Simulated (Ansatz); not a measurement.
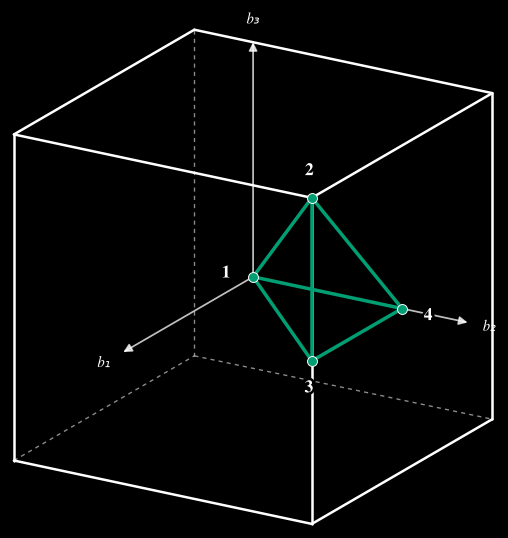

Crystal: Co₃O, coordinates from a relaxation with DFT PBE, scalar-relativistic, plane waves, PAW (Ansatz); the starting structure was generated, so it need not be a known form of this composition. The first Brillouin zone of a simple cubic lattice (cP; extended symbol cP2) is drawn with its special points numbered. The drawing is computed from the coordinates (standard cell, symmetry found to 0.002 Å).

a = 3.519 Å, b = 3.519 Å, c = 3.519 Å, α = 90.00°, β = 90.00°, γ = 90.00°.

Labels and path follow the convention of Hinuma et al. (2017), as computed by seekpath; the arrows show the directions of the reciprocal primitive vectors b₁, b₂, b₃, in which coordinates are given.

Give the label and coordinates of each numbered point.

Answer.
```json
{"no.": "1", "label": "Γ", "coordinates": "(0, 0, 0)"}
{"no.": "2", "label": "R", "coordinates": "(1/2, 1/2, 1/2)"}
{"no.": "3", "label": "M", "coordinates": "(1/2, 1/2, 0)"}
{"no.": "4", "label": "X", "coordinates": "(0, 1/2, 0)"}
```
